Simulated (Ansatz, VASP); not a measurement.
# Al2Au: VASP beside Ansatz

One calculation is typed for both programs; each brings its own data sets. How far apart do they land? The cell is taken from a series of VASP runs on this material, whose earlier steps may have relaxed, scaled or displaced it; both programs get it as it stands. Valence electrons are named where the data sets of a main pair hold unlike numbers.

Main program and level: Ansatz 0.2.0; plane waves, with VASP 6.6.1 beside it; band structure at LDA.

## Step 1: The structure

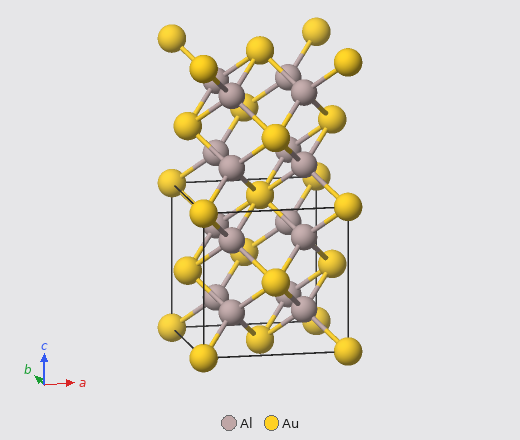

The cell as given, slightly off an axis (aluminium light grey, gold yellow). 1×1×2 cells are drawn. This picture shows the conventional cell, with its axes. Some periodic images of atoms are drawn too.

Structure file:

```xyz
3
Lattice="0.0000 2.9799 2.9799 2.9799 0.0000 2.9799 2.9799 2.9799 0.0000" Properties=species:S:1:pos:R:3 pbc="T T T"
Al    1.4899    1.4899    1.4899
Al    4.4698    4.4698    4.4698
Au    0.0000    0.0000    0.0000
```

## Step 2: VASP: band structure, LDA

With cell and atoms fixed, the geometry can't cause a difference; cores, projectors, grids and the points listed under the comparison can.

Lines of VASP's logs that name or quote its potential files are left out, and so is its time.

The input, INCAR:

```
SYSTEM = Al2Au
PREC = Accurate
ENCUT = 400
EDIFF = 1E-06
NELM = 100
ISMEAR = 1
SIGMA = 0.2
LREAL = .FALSE.
ALGO = Normal
GGA = CA
NBANDS = 21
LASPH = .TRUE.
LORBIT = 11
LWAVE = .FALSE.
LCHARG = .FALSE.
KPAR = 2
```

The input, POSCAR:

```
Al2Au
1.0
    0.0000000000      2.9798908904      2.9798908904
    2.9798908904      0.0000000000      2.9798908904
    2.9798908904      2.9798908904      0.0000000000
Al Au
2 1
Direct
    0.2500000000      0.2500000000      0.2500000000
    0.7500000000      0.7500000000      0.7500000000
    0.0000000000      0.0000000000      0.0000000000
```

The input, KPOINTS:

```
Automatic mesh
0
Gamma
7 7 7
0 0 0
```

The input, KPOINTS_OPT:

```
Line mode
16
Line-mode
Reciprocal
  0.00000000   0.00000000   0.00000000 GAMMA
  0.50000000   0.00000000   0.50000000 X

  0.50000000   0.00000000   0.50000000 X
  0.50000000   0.25000000   0.75000000 W

  0.50000000   0.25000000   0.75000000 W
  0.37500000   0.37500000   0.75000000 K

  0.37500000   0.37500000   0.75000000 K
  0.00000000   0.00000000   0.00000000 GAMMA

  0.00000000   0.00000000   0.00000000 GAMMA
  0.50000000   0.50000000   0.50000000 L

  0.50000000   0.50000000   0.50000000 L
  0.62500000   0.25000000   0.62500000 U

  0.62500000   0.25000000   0.62500000 U
  0.50000000   0.25000000   0.75000000 W

  0.50000000   0.25000000   0.75000000 W
  0.50000000   0.50000000   0.50000000 L

  0.50000000   0.50000000   0.50000000 L
  0.37500000   0.37500000   0.75000000 K

  0.62500000   0.25000000   0.62500000 U
  0.50000000   0.00000000   0.50000000 X
```

The projector-augmented-wave data sets are Al and Au (LDA family, release 64).

Launch:

```sh
> mpirun -np 2 vasp_std
```

Numbers of over 12 decimals in the logs are rounded to 6 here.

Log:

```text
[banner, memory and clock lines left out]
running    2 mpi-ranks, on    1 nodes
 distrk:  each k-point on    1 cores,    2 groups
 distr:  one band on    1 cores,    1 groups

 POSCAR found type information on POSCAR AlAu
 POSCAR found :  2 types and       3 ions
 LDA part: xc-table for (Slater(with rela. corr.)+CA(PZ))
 , standard interpolation
 POSCAR, INCAR and KPOINTS ok, starting setup
 FFT: planning ... GRIDC
 FFT: planning ... GRID_SOFT
 FFT: planning ... GRID
 WAVECAR not read
 entering main loop
       N       E                     dE             d eps       ncg     rms          rms(c)
DAV:   1     0.464979106802E+02    0.46498E+02   -0.56077E+03   896   0.530E+02
DAV:   2    -0.141973078375E+02   -0.60695E+02   -0.55997E+02   958   0.134E+02
DAV:   3    -0.156418841934E+02   -0.14446E+01   -0.14336E+01  1036   0.186E+01
DAV:   4    -0.156519158966E+02   -0.10032E-01   -0.10031E-01   953   0.182E+00
DAV:   5    -0.156520513018E+02   -0.13541E-03   -0.13540E-03  1023   0.212E-01    0.931E+00
DAV:   6    -0.144221755879E+02    0.12299E+01   -0.32819E+00   930   0.162E+01    0.386E+00
DAV:   7    -0.143253695772E+02    0.96806E-01   -0.16283E-01   900   0.324E+00    0.186E+00
DAV:   8    -0.142856358670E+02    0.39734E-01   -0.22507E-02   975   0.741E-01    0.415E-01
DAV:   9    -0.142844786064E+02    0.11573E-02   -0.17291E-03   953   0.320E-01    0.208E-01
DAV:  10    -0.142844842205E+02   -0.56141E-05   -0.10140E-04   980   0.561E-02    0.300E-02
DAV:  11    -0.142844820021E+02    0.22184E-05   -0.31087E-06   980   0.119E-02    0.113E-02
DAV:  12    -0.142844819752E+02    0.26897E-07   -0.46132E-07   627   0.511E-03
   1 F= -.14284482E+02 E0= -.14284506E+02  d E =0.724324E-04
 Start KPOINTS_OPT (optional k-point list driver)
k-point batch [1-20\160]
       N       E                     dE             ncg
DAV:   1     0.207425844997E+04   -0.40376E+04      864
DAV:   2     0.899919178689E+03   -0.11743E+04      945
DAV:   3     0.872240613395E+03   -0.27679E+02     1061
DAV:   4     0.872007070693E+03   -0.23354E+00      985
DAV:   5     0.872003209975E+03   -0.38607E-02     1039
DAV:   6     0.872003130892E+03   -0.79083E-04      993
DAV:   7     0.872003129177E+03   -0.17147E-05      930
DAV:   8     0.872003129063E+03   -0.11369E-06      663
[...]
k-point batch [141-160\160]
       N       E                     dE             ncg
DAV:   1     0.192512599726E+04   -0.81782E+04      856
DAV:   2     0.746470868767E+03   -0.11787E+04      966
DAV:   3     0.722254172019E+03   -0.24217E+02     1102
DAV:   4     0.722039862134E+03   -0.21431E+00      975
DAV:   5     0.722035966176E+03   -0.38960E-02     1097
DAV:   6     0.722035879498E+03   -0.86678E-04     1046
DAV:   7     0.722035877527E+03   -0.19704E-05      977
DAV:   8     0.722035877373E+03   -0.15479E-06      696
```

OUTCAR, selected parts (step 2):

```text
ion  position               nearest neighbor table
   1  0.250  0.250  0.250-   3 2.58   3 2.58   3 2.58   3 2.58   2 2.98   2 2.98   2 2.98   2 2.98
                             2 2.98   2 2.98
   2  0.750  0.750  0.750-   3 2.58   3 2.58   3 2.58   3 2.58   1 2.98   1 2.98   1 2.98   1 2.98
                             1 2.98   1 2.98
   3  0.000  0.000  0.000-   2 2.58   2 2.58   2 2.58   1 2.58   2 2.58   1 2.58   1 2.58   1 2.58

  LATTYP: Found a face centered cubic cell.
 ALAT       =     5.9597817808

 Subroutine GETGRP returns: Found 48 space group operations
 (whereof 48 operations were pure point group operations)

The static configuration has the point symmetry O_h .

 Found     20 irreducible k-points:

   k-points           NKPTS =     20   k-points in BZ     NKDIM =     20   number of bands    NBANDS=     21

   dimension x,y,z NGX =    28 NGY =   28 NGZ =   28
   dimension x,y,z NGXF=    56 NGYF=   56 NGZF=   56

   ENCUT  =  400.0 eV  29.40 Ry    5.42 a.u.   6.87  6.87  6.87*2*pi/ulx,y,z

   NELECT =      17.0000    total number of electrons

 k-points in reciprocal lattice and weights: Automatic mesh
   0.00000000  0.00000000  0.00000000       0.003
   0.14285714  0.00000000  0.00000000       0.023
   0.28571429  0.00000000  0.00000000       0.023
   0.42857143  0.00000000  0.00000000       0.023
   0.14285714  0.14285714  0.00000000       0.017
   0.28571429  0.14285714  0.00000000       0.070
   0.42857143  0.14285714  0.00000000       0.070
  -0.42857143  0.14285714  0.00000000       0.070
  -0.28571429  0.14285714  0.00000000       0.070
[...]
-0.42857143  0.42857143  0.14285714       0.070
  -0.28571429  0.42857143  0.14285714       0.070

 average (electrostatic) potential at core
       1 -70.9050       2 -70.9050       3 -67.5063

 E-fermi :   7.8169

 k-point     1 :       0.0000    0.0000    0.0000
  band No.  band energies     occupation
    ...
      2       1.0913      2.00000
      3       1.0913      2.00000
      4       1.0913      2.00000
      5       2.0798      2.00000
      6       2.0798      2.00000
      7      10.0906     -0.00000
      8      10.7879     -0.00000
      9      10.7879     -0.00000
     10      10.7879     -0.00000
     11      11.8368      0.00000
    ...

 k-point     2 :       0.1429    0.0000    0.0000
  band No.  band energies     occupation
    ...
      2       1.0091      2.00000
      3       1.1566      2.00000
      4       1.1566      2.00000
      5       2.0682      2.00000
      6       2.0682      2.00000
      7       8.0124     -0.04534
      8       9.9762     -0.00000
      9       9.9762     -0.00000
     10      10.3783     -0.00000
     11      12.5897      0.00000
    ...

 k-point     3 :       0.2857    0.0000    0.0000
  band No.  band energies     occupation
    ...
      3       1.2782      2.00000
      4       1.2782      2.00000
      5       2.0916      2.00000
      6       2.0916      2.00000
      7       5.0997      2.00000
      8       8.9509     -0.00000
      9       8.9509     -0.00000
     10      10.7468     -0.00000
     11      12.1011      0.00000
     12      12.1011      0.00000
    ...

  Total       -0.0037047     -0.0037047     -0.0037047      0.0000000      0.0000000      0.0000000
  in kB       -0.1121581     -0.1121581     -0.1121581      0.0000000      0.0000000      0.0000000
  external PRESSURE =      -0.1121581 kB  Pullay stress =       0.0000000 kB

  energy-cutoff  :      400.00
  volume of cell :       52.92
      direct lattice vectors                 reciprocal lattice vectors
     0.000000000  2.979890890  2.979890890    -0.167791378  0.167791378  0.167791378
     2.979890890  0.000000000  2.979890890     0.167791378 -0.167791378  0.167791378
     2.979890890  2.979890890  0.000000000     0.167791378  0.167791378 -0.167791378

 POSITION                                       TOTAL-FORCE (eV/Angst)
 -----------------------------------------------------------------------------------
      1.48995      1.48995      1.48995         0.000000      0.000000      0.000000
      4.46984      4.46984      4.46984        -0.000000     -0.000000     -0.000000
      0.00000      0.00000      0.00000         0.000000     -0.000000      0.000000
 -----------------------------------------------------------------------------------
    total drift:                               -0.000000     -0.000000      0.000000

  FREE ENERGIE OF THE ION-ELECTRON SYSTEM (eV)
  ---------------------------------------------------
  free  energy   TOTEN  =       -14.2844819752 eV

  energy  without entropy=      -14.2845544076  energy(sigma->0) =      -14.28450612

 total charge
# of ion       s       p       d       tot
------------------------------------------
    1        0.403   0.373   0.000   0.776
    2        0.403   0.373   0.000   0.776
    3        0.767   0.719   8.556  10.042
--------------------------------------------------
tot          1.572   1.465   8.556  11.593

[... 3 further parts left out ...]
```

This run has no spin polarisation. Its electron count is odd, so without a moment it is a metal by construction. The k-mesh is coarse for a metal. Spin-orbit coupling is off here; with elements this heavy it splits and shifts levels by tenths of an eV or more.

## Step 3: Ansatz: band structure, LDA

Ansatz runs on its default PAW (the set named soft_2) files.

The same cell, functional (in two slightly different forms), mesh and smearing now go to Ansatz, which takes its cutoff from its data sets.

The input, input.yaml:

```yaml
crystal:
  lattice:
    - [0.0, 2.9798908904, 2.9798908904]
    - [2.9798908904, 0.0, 2.9798908904]
    - [2.9798908904, 2.9798908904, 0.0]
  atoms:
    - { symbol: Al, position: [0.25, 0.25, 0.25] }
    - { symbol: Al, position: [0.75, 0.75, 0.75] }
    - { symbol: Au, position: [0.0, 0.0, 0.0] }
hamiltonian:
  xc: lda
  pseudopotentials: { kind: paw }
kpoints:
  mp_grid: { grid: [7, 7, 7] }
  band_path:
    path:
      - [0.0, 0.0, 0.0]
      - [0.16667, 0.0, 0.16667]
      - [0.33333, 0.0, 0.33333]
      - [0.5, 0.0, 0.5]
      - [0.5, 0.08333, 0.58333]
      - [0.5, 0.18333, 0.68333]
      - [0.5, 0.25, 0.75]
      - [0.45, 0.3, 0.75]
      - [0.40833, 0.34167, 0.75]
      - [0.35, 0.35, 0.7]
      - [0.225, 0.225, 0.45]
      - [0.075, 0.075, 0.15]
      - [0.03333, 0.03333, 0.03333]
      - [0.23333, 0.23333, 0.23333]
      - [0.4, 0.4, 0.4]
      - [0.51667, 0.46667, 0.51667]
      - [0.55833, 0.38333, 0.55833]
      - [0.60833, 0.28333, 0.60833]
      - [0.60833, 0.25, 0.64167]
      - [0.55833, 0.25, 0.69167]
      - [0.51667, 0.25, 0.73333]
      - [0.5, 0.3, 0.7]
      - [0.5, 0.38333, 0.61667]
      - [0.5, 0.48333, 0.51667]
      - [0.475, 0.475, 0.55]
      - [0.425, 0.425, 0.65]
      - [0.38333, 0.38333, 0.73333]
      - [0.59167, 0.18333, 0.59167]
      - [0.55, 0.1, 0.55]
      - [0.5, 0.0, 0.5]
    npoints: 1
scf:
  occupations: { method: methfessel_paxton, width: 0.2 }
  n_extra_bands: 7
output:
  forces: true
  stress: true
  eigenvalues: true
```

Launch:

```sh
> ansatz run input.yaml --threads 2 --pin off --max-ram 4608MiB --backend cpu --events-out ev --progress --plain --runs-dir out
```

Log:

```text
scf.n_extra_bands = 7 over 13 filled bands (N_el = 25.0): the run solves 20 bands
Engine: ansatz 0.2.0, aarch64-unknown-linux-gnu
Pseudopotentials: kind: paw
Pseudopotential: Al, paw, valence charge 3, recommended cutoff 420 eV (normal), Al.paw.azcp
Pseudopotential: Au, paw, valence charge 19, recommended cutoff 420 eV (normal), Au.paw.azcp
Functional definition: SPW92
  exchange = slater_x
  correlation = pw_c
Crystal: 3 atoms, lattice volume = 52.921 Å³
Basis set: ecut = 420 eV, 1037 PW (Γ)
Bands: 20, of which v1, the nominal top of the filled ones, is band 13 counted from 1 (12 counted from 0)
Symmetry: 48 space group operations
Space group: Fm-3m (ITA 225), of the structure as read, at distance tolerance 3.8e-5 Å
k-points: 20 of 343
Non-local potential: Al, projectors of the file, l = 0: 2, l = 1: 2, l = 2: 1
Non-local potential: Au, projectors of the file, l = 0: 3, l = 1: 2, l = 2: 2, l = 3: 1
PAW form: soft (Blöchl's): semilocal exchange-correlation on the pseudo side does not see the compensation charge
PAW frozen core: Al, regenerated for the run's functional, and the local potential with it (the file was generated under x = pbe(κ = 0.804, μ = 0.219515), c = pbe(β = 0.066725))
PAW frozen core: Au, regenerated for the run's functional, and the local potential with it (the file was generated under x = pbe(κ = 0.804, μ = 0.219515), c = pbe(β = 0.066725))
PAW one-centre angular grid: Al, 110 points (default); XC on 64 Gauss nodes
PAW one-centre angular grid: Au, 590 points (default); XC on 64 Gauss nodes
Initial density: superposition of atomic densities (neutral atoms: chi_scale 0, normalization atom), corrected by the library's trained network
Initial wavefunctions: pseudopotential atomic-orbital guess
Functional: x = slater, c = lda
SCF iter   1: F=—  HF=-13892.202075 eV  |F-HF|=—  |Δ(HF+E_count)|=         —  Δρ=4.34e-3  dr2=5.96e-3  ethr=1.77e-3  ⟨swp⟩=5.5  Hψ=1947  notcnv=0
preconditioner: auto → none  [insulator: Δε(μ)=0.175 eV  Ē_g=11.289 eV  σ=0.200 eV  W_gap=0.55  n_scr=14 (ndim 8)  ℏωp=21.0 eV  f_vac=0.005  D(μ)=1.04/eV (n_scr^D=8)  ε∞_Penn≈4.5]
SCF iter   2: F=—  HF=-13892.201775 eV  |F-HF|=—  |Δ(HF+E_count)|=   2.99e-4  S|Δr|=    0.00e0  Δρ=2.00e-3  dr2=1.07e-3  ethr=2.38e-5  ⟨swp⟩=2.2  Hψ=706  notcnv=0
SCF iter   3: F=—  HF=-13892.201788 eV  |F-HF|=—  |Δ(HF+E_count)|=   1.25e-5  S|Δr|=    0.00e0  Δρ=3.94e-4  dr2=6.67e-5  ethr=4.30e-6  ⟨swp⟩=1.0  Hψ=354  notcnv=0
SCF iter   4: F=—  HF=-13892.201776 eV  |F-HF|=—  |Δ(HF+E_count)|=   1.22e-5  S|Δr|=    0.00e0  Δρ=3.72e-5  dr2=1.03e-6  ethr=2.67e-7  ⟨swp⟩=2.9  Hψ=605  notcnv=0
SCF iter   5: F=-13892.201775 eV  HF=-13892.201775 eV  |F-HF|=1.77e-8  |Δ(HF+E_count)|=   2.33e-7  S|Δr|=    0.00e0  Δρ=5.89e-6  dr2=2.31e-8  ethr=4.00e-10  ⟨swp⟩=8.5  Hψ=2111  notcnv=0
SCF 1 converged in 5 iterations: F = -13892.201775 eV  dr2 = 2.31e-8
  greatest PAW one-centre occupation: 1.003 electrons in one spin orbital (limit 2), on the Au atom at site 2 (counted from 0), in its partial waves of l = 0
NSCF: frozen V_eff on 30 k-points
SCF converged after 5 iterations
Stability not checked: this state was not tested for a lower state beside it, because cold or Methfessel-Paxton smearing, or corrected tetrahedra, fill the levels in a way that the test cannot read (fill_not_monotonic; see scf.lower_state_search)
Free energy (F): -13892.201775 eV
Harris-Foulkes:  -13892.201775 eV  (|F-HF|=1.77e-8)
Internal energy: -13892.201845 eV  (E = F + TS)
E sigma→0 (E₀):  -13892.201793 eV
Entropy (-TS):   0.000070 eV (0.023 meV/atom)
Fermi energy:    11.294264 eV
--- Per-component energies (eV) ---
  E_band       = -375.753528
  E_kinetic    = 652.183463
  E_local      = -2949.362044  (includes V_loc(G=0)·N_el)
  E_nonlocal   = 96.841252
  E_hartree    = 1266.460592
  E_xc         = -308.080108
  E_vxc        = -337.199796  (∫ρ·V_xc dr)
  E_paw        = -10307.084032  (= ΣΔE_a)
  E_vpaw       = -371.149217  (= ΣTr[D̂ρ^β])
  E_aug_tail   = 0.001301  (compensation charges beyond the density's cutoff)
  E_ewald      = -2343.796418
  E_core_change = 0.634151  (= ΣΔE_core)
  E_smearing   = 0.000070  (= −TS)
  E_closure    = 0.000000  (closes the sum)
  Σ components = -13892.201775   (vs F -13892.201775, Δ=0.00e0)
--- Forces (eV/Å), atoms counted from 1 ---
  atom   1  Al    -0.00000000    -0.00000000    -0.00000000
  atom   2  Al     0.00000000     0.00000000    -0.00000000
  atom   3  Au    -0.00000000     0.00000000    -0.00000000
  max |Σ_I F_I| component: 4.63e-18 eV/Å
--- Stress (GPa, compression-positive) ---
       -0.242097      -0.000000       0.000000
       -0.000000      -0.242097      -0.000000
        0.000000       0.000000      -0.242097
  P = ⅓ Tr σ = -0.2421 GPa (-2.421 kbar)
--- Band table (eV; the first three rows and the last of 20) ---
  k-point 0: bands = [... 9 lower, 5.5816, 13.5664, 14.2479, 14.2479, 14.2479, 15.3296, 15.3296, 15.3296, ... 3 higher]
  k-point 1: bands = [... 9 lower, 5.5699, 11.4859, 13.4479, 13.4479, 13.8510, 16.0729, 16.0729, 16.5423, ... 3 higher]
  k-point 2: bands = [... 9 lower, 5.5937, 8.5750, 12.4252, 12.4252, 14.2201, 15.5859, 15.5859, 15.6918, ... 3 higher]
  k-point 19: bands = [... 9 lower, 5.8796, 7.0615, 7.5487, 9.4930, 14.4076, 16.1620, 16.4434, 17.5371, ... 3 higher]
```

The job ended after 2 s (2 threads of Arm Neoverse N1, shared host; peak memory 0.28 GiB).

## Step 4: Side by side

Known differences besides the potentials themselves: the two LDA forms differ slightly; the data sets hold 25 valence electrons in Ansatz (on its default PAW (the set named soft_2) files) and 17 in VASP; the cutoff is 420 eV in Ansatz and 400 eV in VASP; VASP's log shows a relativistic correction to its local exchange, Ansatz's none. Total energies have different zeros and are not compared.

Compared:

```csv
quantity,Ansatz,VASP,difference
pressure (GPa),-0.24,-0.01,-0.23
```

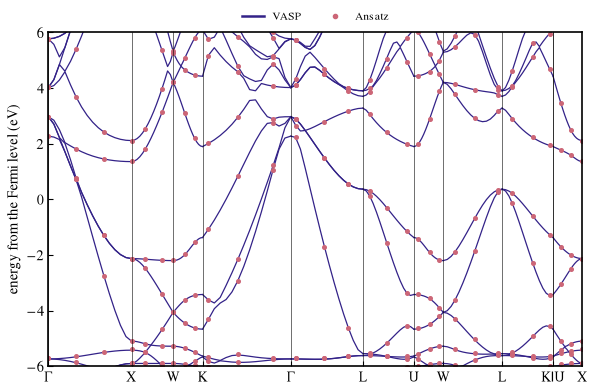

Bands from VASP (lines) and levels from Ansatz (dots). Dots without a line are higher empty bands that the VASP plot leaves out.

Levels from 3 eV below to 2 eV above the Fermi level differ by 7 meV r.m.s. and 21 meV at most; each VASP level is matched to the nearest of Ansatz, which flatters the figure a little. Ansatz's pressure holds a Pulay correction of 0.05 GPa; VASP's holds none.

## Step 5: What came out

```
r.m.s. difference of levels near the Fermi level (band structure, LDA) : 6.8 meV
```

In words: The r.m.s. difference of levels near the Fermi level is 6.8 meV (band structure, LDA), within the 80 meV picked in this series as the mark of a large difference. The data sets hold unlike numbers of valence electrons (25 in Ansatz and 17 in VASP), so part of the differences comes from the potentials. Such differences can come from data sets, numerical settings and the points named under the comparisons, not from the functional's error against experiment.

[Lines on the potential files, build, host, timing and source positions are cut from VASP's logs without a mark.]

[Logs are printed without paths, hosts, clocks, repeated set-up lines and the standing remarks that a program may print on its own settings, such as how far it seeks lower states.]

[Hosts, paths, dates, database ids (printed as entryN), source tags and the programs' standing remarks are cut or masked in the printed files.]
